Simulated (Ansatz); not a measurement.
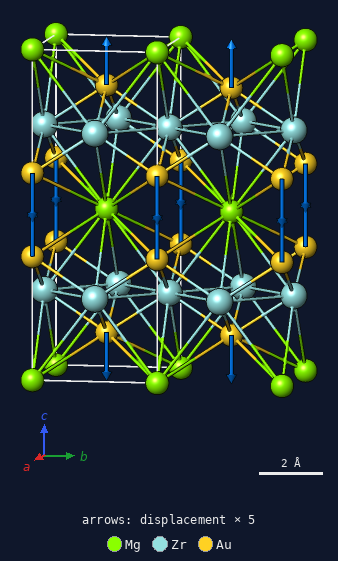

This is a relaxation of solid MgZr2Au2 (built on the ThCr2Si2 type) (coarse preliminary run). The starting structure is drawn; blue arrows show the displacements (the part carried along by the change of the cell is left out), 5 times their true length.

Style: ball-and-stick. Shown: the conventional cell (2 times the calculation's cell), repeated 1 × 2 × 1 with one cell outlined, slightly off an axis. Lengths and directions refer to the drawn axes.

Case: ThCr2Si2 type (I4/mmm, No. 139).

Theory: DFT PBE, scalar-relativistic, plane waves, PAW (Ansatz 0.2.0). (plane-wave cutoff 420 eV; k-point mesh 6 × 6 × 6; occupations gaussian; smearing width 0.1 eV; no spin polarisation; cell and atoms relaxed; force threshold 0.04 eV/Å; at most 70 steps)

What did the optimiser do to the structure, and how much energy did it gain?

The largest moves relative to the cell, 0.32 Å, are those of Au atoms. Zr and Mg stay in place. The volume changes by +32.2 %, with a = b 4.035 → 4.202 Å (+4.1 %), c 10.587 → 12.908 Å (+21.9 %). Among the contacts that change: Mg–Zr 3.328 → 3.851 Å, Au–Zr 2.407 → 2.845 Å, Zr–Zr 2.853 → 2.971 Å, Au–Mg 3.150 → 3.247 Å. The space group stays I4/mmm (No. 139). Over 8 accepted moves (10 points after the start) the energy falls by 6.622 eV per cell of the calculation. The largest force component goes from 9.6 to 0.0085 eV/Å. Pressure: 68.88 GPa at the start and 0.06 GPa at the end. At 2 points the geometry stayed and the basis and grid were re-selected for the new cell (energy shift of 43.7 meV per cell of the calculation at most each time).
